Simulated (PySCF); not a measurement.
# B₃BrH₄O₂: electronic excitations and core binding energies

Wanted: the electronic excitations and core binding energies of B₃BrH₄O₂ (`BOB(Br)OB`), by calculation.

The runs use PySCF 2.14.0, with density-fitted response routines of our own; the level of theory stands in each step. All values are computed, except where a source is named. Atoms are numbered from 0 throughout.

## 1. The starting structure

10 atoms, charge 0, multiplicity 1; geometry from: GFN2-xTB.

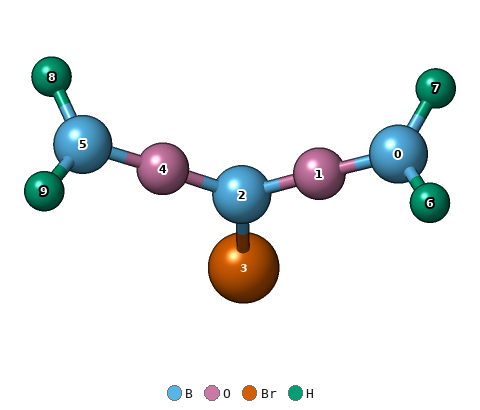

The starting geometry (boron blue, oxygen pink, bromine orange, hydrogen teal), atoms numbered.

## 2. TDDFT and polarisability: CAM-B3LYP/def2-SVPD

Job settings and geometry (Å):

```
{"job": {"kind": "uv", "xc": "CAM-B3LYP", "basis": "def2-SVPD", "nstates": 8, "ntriplets": 3}, "charge": 0, "multiplicity": 1}
B     -2.334047    -0.309031     0.186867
O     -1.137608     0.188236    -0.003282
B      0.040516     0.734663    -0.202160
Br     0.141243     2.643341    -0.250793
O      1.154451     0.057964    -0.367266
B      2.288741    -0.572852    -0.542017
H     -2.699069    -0.507010     1.288873
H     -3.010219    -0.539822    -0.749431
H      2.615808    -0.863364    -1.635408
H      2.949067    -0.827470     0.399247
```

With the program's defaults for keys left out, this is: TDDFT CAM-B3LYP/def2-SVPD, vertical, gas phase, core orbitals frozen in the response.

Launch:

```console
OMP_NUM_THREADS=1 python probes_run.py task.json out
```

This one command runs all jobs of the session in turn.

Log:

```text
coarse grid: 43120 points
cycle   1  E = -2801.1800453665  dE = -8.111e-02  |g| = 8.028e-01  |ddm| = 4.622e+00
cycle   2  E = -2801.1331942655  dE =  4.685e-02  |g| = 9.918e-01  |ddm| = 2.177e+00
cycle   3  E = -2801.3023123508  dE = -1.691e-01  |g| = 6.293e-02  |ddm| = 1.017e+00
cycle   4  E = -2801.3031579400  dE = -8.456e-04  |g| = 3.374e-02  |ddm| = 2.438e-01
cycle   5  E = -2801.3034743549  dE = -3.164e-04  |g| = 6.648e-03  |ddm| = 7.380e-02
cycle   6  E = -2801.3034815028  dE = -7.148e-06  |g| = 9.210e-04  |ddm| = 1.235e-02
final grid: 90608 points
cycle   7  E = -2801.3034182700  dE = -1.818e-07  |g| = 6.880e-04  |ddm| = 3.621e-03
cycle   8  E = -2801.3034182485  dE =  2.156e-08  |g| = 8.258e-04  |ddm| = 1.546e-03
cycle   9  E = -2801.3034183570  dE = -1.086e-07  |g| = 6.159e-05  |ddm| = 7.779e-04
cycle  10  E = -2801.3034183579  dE = -8.658e-10  |g| = 2.489e-05  |ddm| = 1.315e-04
converged SCF energy = -2801.3034183579

Static polarisability (au): isotropic 70.935, principal 57.363 73.538 81.904

Singlet excitations
state   eV       nm        f      main configurations
  1   5.8599    211.6   0.00000   H-2->L 0.69, H-3->L+1 0.16, H-1->L+1 0.13
  2   5.9549    208.2   0.00000   H-2->L+1 0.53, H-1->L 0.23, H-3->L 0.20
  3   7.0388    176.1   0.01401   H->L 0.93
  4   7.3189    169.4   0.00033   H-1->L 0.69, H-2->L+1 0.12, H-3->L 0.10
  5   7.3450    168.8   0.00000   H->L+3 0.95
  6   7.5766    163.6   0.02574   H->L+1 0.97
  7   7.5920    163.3   0.03804   H->L+2 0.84, H->L+4 0.11
  8   7.7222    160.6   0.10200   H-1->L+2 0.86

Triplet excitations (Tamm-Dancoff, eV): 5.3400 5.4027 6.7258
```

Wall time 33 s (1 thread of Arm Neoverse V1, shared host); peak memory 0.77 GiB.

Frontier orbitals and where they lie:

| orbital | eV | atoms |
| --- | --- | --- |
| HOMO−3 | -11.19 | B5 16 %, B0 16 %, Br3 14 % |
| HOMO−2 | -10.06 | O4 18 %, O1 18 %, B0 14 % |
| HOMO−1 | -9.89 | Br3 70 %, B2 8 %, O1 5 % |
| HOMO | -9.82 | Br3 84 %, B2 7 % |
| LUMO | -0.16 | B5 22 %, B0 22 %, O4 13 % |
| LUMO+1 | 0.20 | B0 24 %, B5 24 %, O1 11 % |
| LUMO+2 | 0.64 | B2 34 %, B5 20 %, B0 20 % |

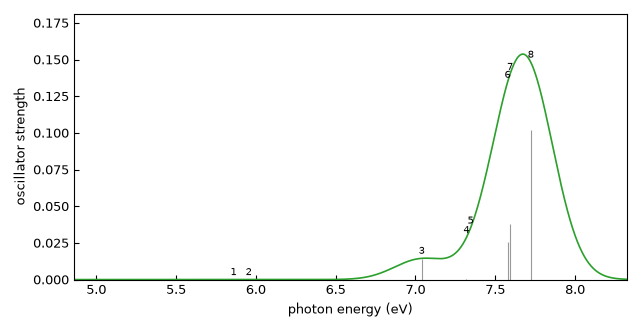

Absorption spectrum from the 8 singlet states computed; above the last one it falls off for lack of states. Lines are broadened to a width of 0.40 eV (Gaussian).

Ground-state properties from the same run:

| property | computed |
| --- | --- |
| dipole moment (D) | 1.18 |
| polarisability (Å³) | 10.51 |
| HOMO–LUMO gap (eV) | 9.66 |
| −ε(HOMO) (eV) | 9.82 |

## 3. Core-electron binding energies: SCAN, X2C

Settings changed since step 2:

```diff
@@ -1,2 +1,2 @@
-{"job": {"kind": "uv", "xc": "CAM-B3LYP", "basis": "def2-SVPD", "nstates": 8, "ntriplets": 3}, "charge": 0, "multiplicity": 1}
+{"job": {"kind": "xps"}, "charge": 0, "multiplicity": 1}
 B     -2.334047    -0.309031     0.186867
```

With the program's defaults for keys left out, this is: delta-SCF UKS SCAN, pcX-2 on the ionised atom, pcseg-1 elsewhere, spin-free X2C.

Log:

```text
ground state, core basis on atom 0 (B), 148 functions
  cycle   1  E = -2826.09429245  |g| = 7.78e-01
  cycle   2  E = -2825.84246850  |g| = 1.39e+00
  cycle   3  E = -2826.20027904  |g| = 1.46e-01
  cycle   4  E = -2826.20507905  |g| = 5.25e-02
  cycle   5  E = -2826.20584423  |g| = 9.69e-03
  cycle   6  E = -2826.20586738  |g| = 2.73e-03
  cycle   7  E = -2826.20587689  |g| = 2.40e-03
  cycle   8  E = -2826.20587536  |g| = 4.30e-04
  E(ground) = -2826.36365197 Eh
hole in B 1s of atom 0
  cycle   1  E = -2818.55521087  |g| = 1.15e+00
  cycle   2  E = -2816.85240401  |g| = 1.78e+00
  cycle   3  E = -2818.75382512  |g| = 5.69e-01
  cycle   4  E = -2818.90291052  |g| = 3.31e-01
  cycle   5  E = -2818.92301110  |g| = 2.26e-01
  cycle   6  E = -2818.75088183  |g| = 3.82e-01
  cycle   7  E = -2818.94724989  |g| = 8.33e-02
  cycle   8  E = -2818.95277293  |g| = 3.17e-02
  cycle   9  E = -2818.95342041  |g| = 1.95e-02
  cycle  10  E = -2818.95361611  |g| = 1.35e-02
  cycle  11  E = -2818.95375924  |g| = 7.81e-03
  cycle  12  E = -2818.95334262  |g| = 2.15e-02
  cycle  13  E = -2818.95381838  |g| = 3.43e-03
  cycle  14  E = -2818.95370819  |g| = 1.08e-02
  cycle  15  E = -2818.95376973  |g| = 7.86e-03
  cycle  16  E = -2818.95382287  |g| = 3.29e-03
  cycle  17  E = -2818.95383427  |g| = 1.16e-03
  cycle  18  E = -2818.95383322  |g| = 2.49e-04
  E(ion) = -2819.11058227 Eh   <S^2> = 0.9571   hole on atom = 1.000   binding energy = 197.366 eV
ground state, core basis on atom 1 (O), 148 functions
  cycle   1  E = -2826.24207555  |g| = 1.13e-01
  cycle   2  E = -2826.23940730  |g| = 1.42e-01
  cycle   3  E = -2826.24253682  |g| = 4.56e-02
  cycle   4  E = -2826.24289066  |g| = 6.08e-03
  cycle   5  E = -2826.24289701  |g| = 6.60e-04
  cycle   6  E = -2826.24289888  |g| = 3.07e-04
  E(ground) = -2826.39592558 Eh
hole in O 1s of atom 1
  cycle   1  E = -2805.58539150  |g| = 2.23e+00
  cycle   2  E = -2805.05023084  |g| = 2.21e+00
  cycle   3  E = -2806.29135969  |g| = 5.00e-01
  cycle   4  E = -2806.33992098  |g| = 3.58e-01
  cycle   5  E = -2806.40501409  |g| = 5.20e-02
  cycle   6  E = -2806.40549060  |g| = 3.50e-02
  cycle   7  E = -2806.40601414  |g| = 5.45e-03
  cycle   8  E = -2806.40603198  |g| = 1.20e-03
  cycle   9  E = -2806.40603326  |g| = 3.33e-04
  E(ion) = -2806.55904019 Eh   <S^2> = 0.7607   hole on atom = 1.000   binding energy = 539.789 eV
ground state, core basis on atom 2 (B), 148 functions
  cycle   1  E = -2826.20795299  |g| = 1.24e-01
  cycle   2  E = -2826.20257205  |g| = 2.07e-01
  cycle   3  E = -2826.21033190  |g| = 1.88e-02
  cycle   4  E = -2826.21035907  |g| = 1.36e-02
  cycle   5  E = -2826.21040574  |g| = 1.33e-03
  cycle   6  E = -2826.21040739  |g| = 6.89e-04
  cycle   7  E = -2826.21040815  |g| = 9.08e-05
  E(ground) = -2826.36903630 Eh
hole in B 1s of atom 2
  cycle   1  E = -2818.48258624  |g| = 1.19e+00
  cycle   2  E = -2816.86674243  |g| = 2.04e+00
  cycle   3  E = -2818.78380202  |g| = 4.41e-01
  cycle   4  E = -2818.86865773  |g| = 2.38e-01
  cycle   5  E = -2818.88845471  |g| = 1.20e-01
  cycle   6  E = -2818.89471543  |g| = 1.25e-02
  cycle   7  E = -2818.89484181  |g| = 7.35e-03
  cycle   8  E = -2818.89486141  |g| = 8.35e-03
  cycle   9  E = -2818.89489570  |g| = 2.68e-03
  cycle  10  E = -2818.89490421  |g| = 1.13e-03
  cycle  11  E = -2818.89490512  |g| = 3.66e-04
  E(ion) = -2819.05193886 Eh   <S^2> = 0.7922   hole on atom = 1.000   binding energy = 199.108 eV
```

Wall time 34 s (1 thread of Arm Neoverse V1, shared host); peak memory 0.65 GiB.

The holes in one table. −ε is the ground-state orbital energy:

| hole | stands for | environment | ΔSCF (eV) | −ε (eV) | ⟨S²⟩ |
| --- | --- | --- | --- | --- | --- |
| B1s on B0 | B0, B5 | boron bonded to O, 2 H | 197.37 (doubtful) | 181.3 | 0.957 |
| O1s on O1 | O1, O4 | oxygen bonded to 2 B | 539.79 | 518.1 | 0.761 |
| B1s on B2 | B2 | boron bonded to Br, 2 O | 199.11 | 183.4 | 0.792 |

Each hole run stands for the others of its class of like atoms.

Doubtful: the ion did not converge, its hole moved, or its ⟨S²⟩ is well above 0.75.

## 4. Outcome

| quantity | value |
| --- | --- |
| lowest singlet (CAM-B3LYP/def2-SVPD) | 5.86 eV (212 nm), f = 0.000 |
| brightest single state of those computed | state 8, 7.72 eV, f = 0.102 |
| lowest triplet | 5.34 eV |
| O1s binding energies, SCAN/pcX-2 | O1 539.79 eV |
| B1s binding energies, SCAN/pcX-2 (standing for 1 of 3 atoms) | B2 199.11 eV |

**Reading.** The lowest singlet, at 5.86 eV, is HOMO−2→LUMO 0.69, HOMO−3→LUMO+1 0.16 and is dark; of the 8 states computed, the strongest absorption comes from state 8 at 7.72 eV (the last computed, so partners may be missing). The lowest triplet lies 0.52 eV below the lowest singlet (triplets in Tamm-Dancoff, singlets in full TDDFT).
